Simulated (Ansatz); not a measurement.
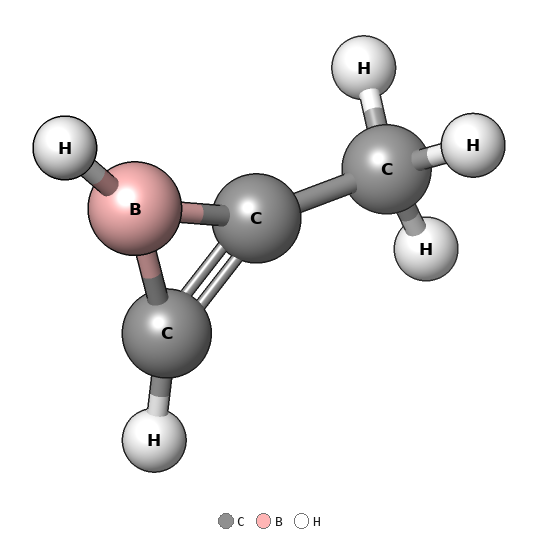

A ball-and-stick model of a molecule.

**Give the formula.**

C3H5B, 9 atoms: 3 carbon, 5 hydrogen and 1 boron.

**Name some functional groups or characteristic bonds that it holds.**

Among them: alkene, B–H bond.

**Give a SMILES string for it.**

CC1=CB1

**Does it have rings?**

Independent rings (smallest set): 1 of 3 members.

**Count the bonded pairs by element.**

4 C–H, 2 C–C, 2 C–B, 1 B–H.

More results for the same structure follow; atom numbers are the same in all pictures, views and colours differ. The computed structure is the end point of a PBE0-D4/def2-TZVP optimisation.

Shape

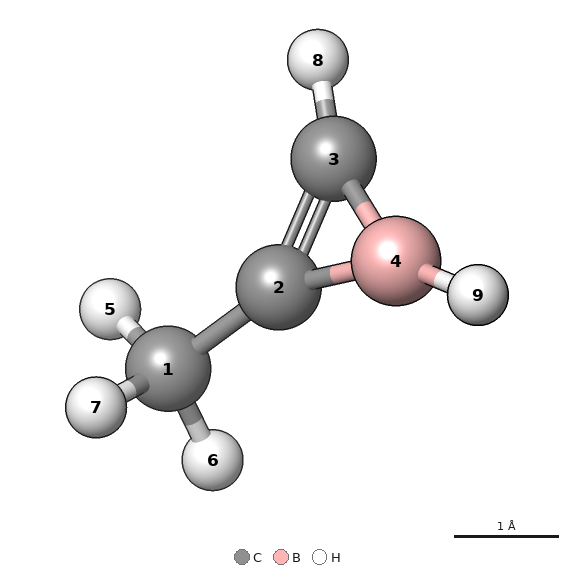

Numbered structure.

**Describe the coordination of atom 1.**

C1 has 4 neighbours (C2 at 1.47, H5 at 1.09, H6 at 1.09, H7 at 1.09 Å); the arrangement is tetrahedral.

**What is the dihedral angle C1–C2–B4–C3?**

180° in size, that is anti.

Charges

The questions are on Mulliken charges. Properties computed with RKS ωB97M-V/def2-TZVPP (Ansatz 0.2.0).

**Which atom carries the highest charge (most positive or least negative)?**

H8 (0.14 e).

**And the lowest?**

C1, B4 (−0.27 e).

List the Mulliken charges.

```csv
atom,value (e)
C1,−0.27
C2,0.08
C3,−0.11
B4,−0.27
H5,0.11
H6,0.12
H7,0.12
H8,0.14
H9,0.09
```

Thermal motion

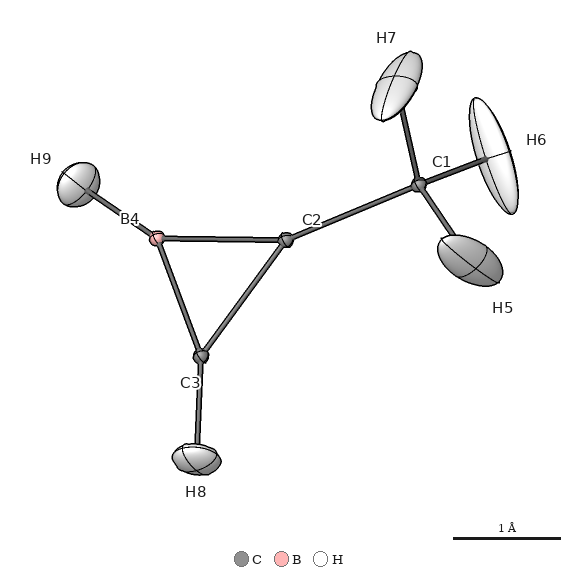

Displacement ellipsoids at the 50 % level, from the internal vibrations of the free molecule (harmonic, no overall translation or rotation; no half-axis is drawn under 0.075 Å). Vibrations computed with RKS PBE0-D4/def2-TZVP (Ansatz 0.2.0). Temperature: 100 K.

**Which atom has the largest mean-square displacement?**

H7, with U_eq = 0.0535 Å².

**Does H7 move more along its bond or across it?**

Across it: the root-mean-square amplitude is 0.075 Å along the bond and up to 0.371 Å across, since bending and torsion are softer than stretching.

Give the displacement parameters, one line for each set of equivalent atoms. Atoms whose distances differ by more than 0.02 Å in this geometry are listed apart.

| atom | U_eq (Å²) | rms amplitudes (Å) |
| --- | --- | --- |
| C1 | 0.00081 | 0.023, 0.028, 0.034 |
| C2 | 0.0017 | 0.027, 0.042, 0.051 |
| C3 | 0.0015 | 0.026, 0.036, 0.052 |
| B4 | 0.0014 | 0.028, 0.039, 0.045 |
| H5 | 0.0448 | 0.076, 0.130, 0.334 |
| H6 | 0.0529 | 0.074, 0.131, 0.369 |
| H7 | 0.0535 | 0.074, 0.131, 0.371 |
| H8 | 0.0178 | 0.075, 0.141, 0.168 |
| H9 | 0.0188 | 0.082, 0.147, 0.167 |

Vibrations

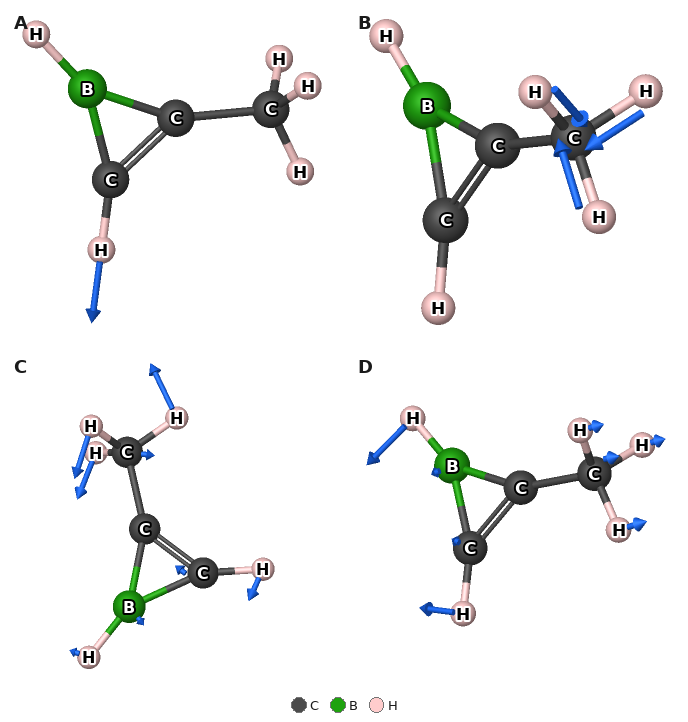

4 normal modes of one molecule or complex, as arrows. Harmonic vibrations computed with RKS PBE0-D4/def2-TZVP (Ansatz 0.2.0) at a stationary point of the same level.

**Match the panels to the wavenumbers 722 cm⁻¹, 1020 cm⁻¹, 3047 cm⁻¹, 3220 cm⁻¹.**

A: 3220 cm⁻¹, C–H stretching
B: 3047 cm⁻¹, in-phase stretching of 3 C–H bonds
C: 1020 cm⁻¹
D: 722 cm⁻¹

Levels of theory compared

Program: Ansatz 0.2.0.

At this fixed geometry, give vertical IP (eV), dipole (D) at these levels: B3LYP-D4/def2-TZVPP; PBE-D4/def2-TZVPP; r2SCAN-D4/def2-TZVPP; ωB97M-V/def2-TZVPP.

```json
{"level": "B3LYP-D4/def2-TZVPP", "vertical IP (eV)": "10.11", "dipole (D)": "1.52"}
{"level": "PBE-D4/def2-TZVPP", "vertical IP (eV)": "9.89", "dipole (D)": "1.60"}
{"level": "r2SCAN-D4/def2-TZVPP", "vertical IP (eV)": "9.90", "dipole (D)": "1.58"}
{"level": "ωB97M-V/def2-TZVPP", "vertical IP (eV)": "10.15", "dipole (D)": "1.53"}
```

Mulliken values depend strongly on the basis set and can even reverse the polarity of a bond.
